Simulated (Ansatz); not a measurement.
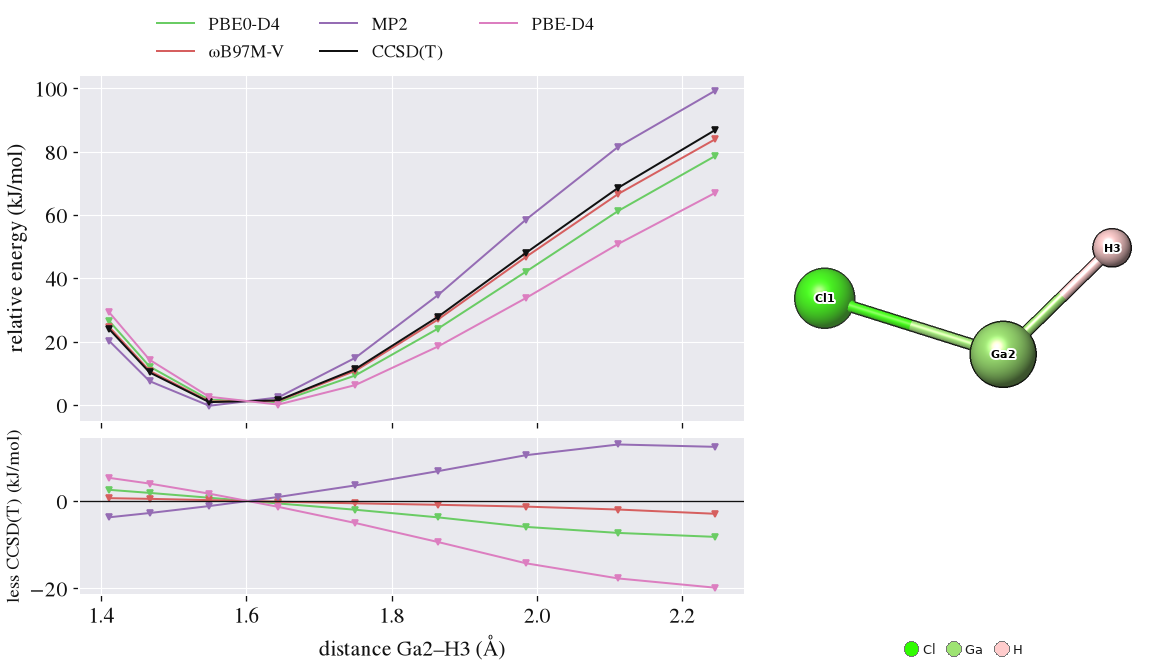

Relaxed scan of the stretch Ga2–H3 in GaHCl, SMILES [Cl][GaH], doublet. The Ansatz code, def2-TZVPP, cores frozen in correlated methods. A stretch is scanned from the minimum (PBE0-D4/def2-TZVP); energies less that of the minimum at the same level. On heavy atoms the filled d shell below the valence is correlated. The other coordinates were relaxed with PBE0-D4, and all methods use those geometries. Straight lines join the computed points.

**How far can the coupled-cluster curve be trusted along the scan?**

The calculation's T1 diagnostic reaches at most 0.022 (at 2.25 Å), under the customary mark of 0.045, so it gives no sign of multireference character.

**Order the curves at 2.25 Å, where they differ most.**

PBE-D4 67.0, PBE0-D4 78.6, ωB97M-V 83.9, CCSD(T) 86.8, MP2 99.2 kJ/mol, from lowest to highest.

**Give the values at the computed points.**

In kJ/mol:
```
distance Ga2–H3 (Å)  PBE0-D4  ωB97M-V   MP2  CCSD(T)  PBE-D4
               1.41     26.6     24.7  20.3     24.1    29.4
               1.47     12.1     10.8   7.5     10.3    14.3
               1.55      1.6      1.1  −0.3      0.9     2.6
               1.64      0.9      1.3   2.4      1.4     0.1
               1.75      9.3     10.8  14.9     11.3     6.3
               1.86     24.1     27.0  34.7     27.9    18.5
               1.99     42.1     46.8  58.6     48.1    33.8
               2.11     61.3     66.7  81.6     68.6    50.9
               2.25     78.6     83.9  99.2     86.8    67.0
```

Known limits of this run: spin-contaminated reference; no scalar relativity up to krypton.
